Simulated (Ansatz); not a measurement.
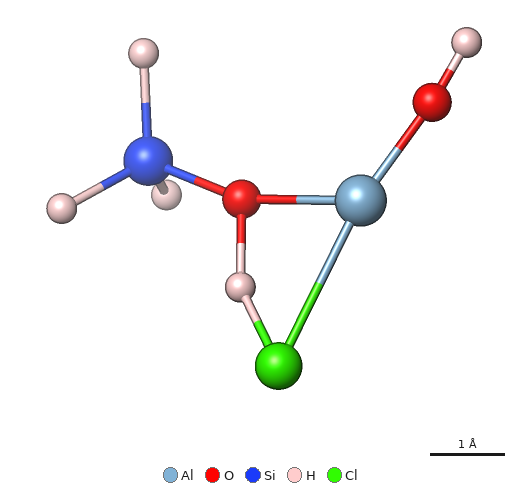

Starting structure of AlSiH5O2Cl (multiplicity 2). The picture is a ball-and-stick view, seen at a tilt.

The reaction that was planned forms Al1–Cl6, O2–H5 and breaks Al1–O2, H5–Cl6 (atoms numbered from 1 in input order).

Method: UKS PBE0-D4/def2-SVP (Ansatz 0.2.0).

Input file:
```yaml
crystal:
  periodic: [false, false, false]
  atoms:
    - {symbol: Al, position_ang: [-0.960600, -1.158800, 0.805300]}
    - {symbol: O, position_ang: [0.213600, -0.140600, -0.139900]}
    - {symbol: Si, position_ang: [0.942100, 1.173200, -0.794000]}
    - {symbol: O, position_ang: [-2.167500, -0.383800, 1.622100]}
    - {symbol: H, position_ang: [0.678000, -1.357000, -0.370800]}
    - {symbol: Cl, position_ang: [0.694600, -2.785300, -0.266900]}
    - {symbol: H, position_ang: [-0.071800, 2.203800, -0.995100]}
    - {symbol: H, position_ang: [1.979700, 1.586400, 0.149000]}
    - {symbol: H, position_ang: [1.504400, 0.696500, -2.059300]}
    - {symbol: H, position_ang: [-2.812600, 0.165400, 2.049600]}
basis:
  gaussian: {orbitals: def2-SVP}
magnetization: {spin_polarized: true, initial_magnetization: 1}
hamiltonian: {xc: pbe0, dispersion: d4}
relax: {f_tol: 0.04, max_steps: 150, escape_saddle: false, constraints: [{distance: [0, 5]}, {distance: [1, 4]}, {distance: [0, 1]}, {distance: [4, 5]}]}
```

Command:
```bash
ansatz run in.yaml --threads 4 --pin off --events-out ev --progress --plain --max-ram 46080MiB --backend cpu
```

Where does the constrained relaxation end?

Al1 moves most after the best rigid fit: 0.78 Å. By element the largest moves are Al 0.78 Å, Cl 0.69 Å, H 0.58 Å, O 0.57 Å, Si 0.06 Å. Among the contacts that change: Al1–O4 1.651 → 1.713 Å, O2–Si3 1.638 → 1.683 Å, Si3–H7 1.460 → 1.491 Å, O4–H10 0.949 → 0.960 Å. Bond angles that change, for instance: O4–Al1–Cl6 168.5° → 112.9°, Al1–O4–H10 172.6° → 123.8°, Al1–O2–Si3 160.6° → 139.3°. The energy falls by 17.4 kcal/mol in 19 accepted moves (20 points after the start). The largest force component goes from 0.89 to 0.033 eV/Å. The line search rejected the trial step at point 13 of the run. The forces were under the threshold at step 15, but the run went on from there.

Final geometry:

```xyz
10

Al   -1.3843   -0.9767    0.1758
O     0.1341   -0.3191   -0.5797
Si    0.8968    1.1601   -0.8306
O    -1.6520   -0.1312    1.6418
H     0.6550   -1.4844   -0.2343
Cl    0.4342   -2.7625    0.3731
H    -0.1493    2.2043   -1.0279
H     1.7509    1.5063    0.3415
H     1.7430    1.0532   -2.0532
H    -2.4287   -0.2502    2.1935
```

After the run, drawn alike:

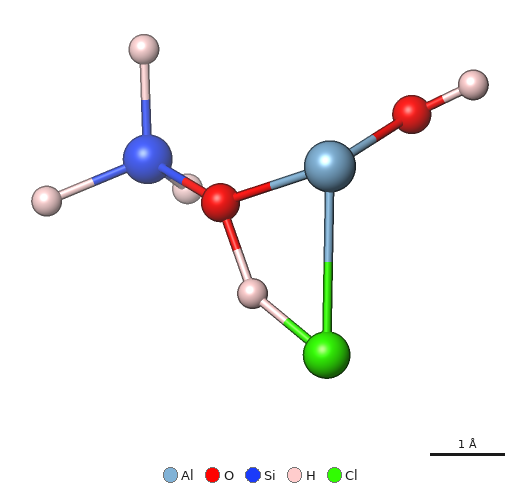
